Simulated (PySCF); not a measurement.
C7H6NO (SMILES CC(=O)c1cc[c]cn1) (doublet)

```xyz
15

C    -2.2017    1.0413   -0.1542
C    -1.4624   -0.0664    0.5372
O    -1.9692   -0.8164    1.3365
C    -0.0179   -0.1854    0.1624
C     0.7703   -1.1790    0.7381
C     2.1059   -1.2373    0.3474
C     2.5496   -0.3229   -0.5681
C     1.7228    0.6349   -1.1018
N     0.4580    0.6789   -0.7214
H    -2.1481    0.8924   -1.2302
H    -1.7192    1.9901    0.0688
H    -3.2379    1.0602    0.1718
H     0.3451   -1.8655    1.4547
H     2.7625   -1.9883    0.7630
H     2.0379    1.3713   -1.8259
```

Geometry: GFN2-xTB.

The calculation used PySCF, UKS B3LYP, pcH-1 on C H N O, non-relativistic, mean-field spin-orbit, GIAO.

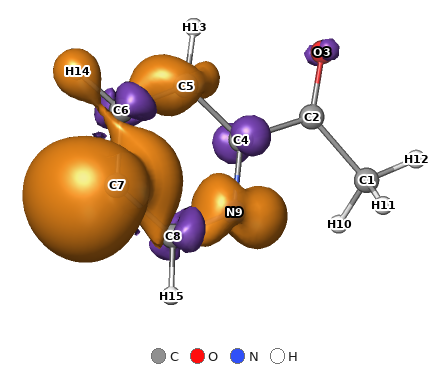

Figure 1. Isosurfaces of the spin density (α minus β) at +0.015 (orange) and −0.015 e/Å³ (purple), seen at an oblique angle.

**Which atoms carry the spin?**

The unpaired spin (1 electron) lies mostly on C7 (about 0.8) and N9 (about 0.1), in electrons by Hirshfeld's partition.

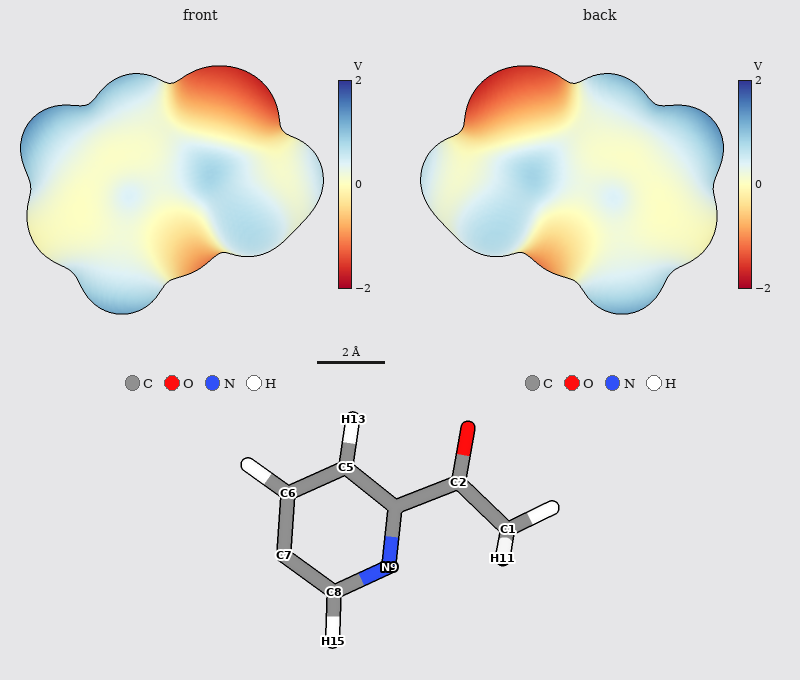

Figure 2. The electrostatic potential painted on the density surface at 0.002 e/bohr³, seen from the front and from behind; the colour scale runs from red (negative) to blue (positive). The bare structure is drawn below in the same view.

**Describe the electrostatic potential map.**

The most negative region (about −1.7 V, or −39 kcal/mol for a unit charge) lies over O3, the most positive (about +1.3 V, or +30 kcal/mol for a unit charge) over H14. O3 is the likeliest acceptor of a hydrogen bond.
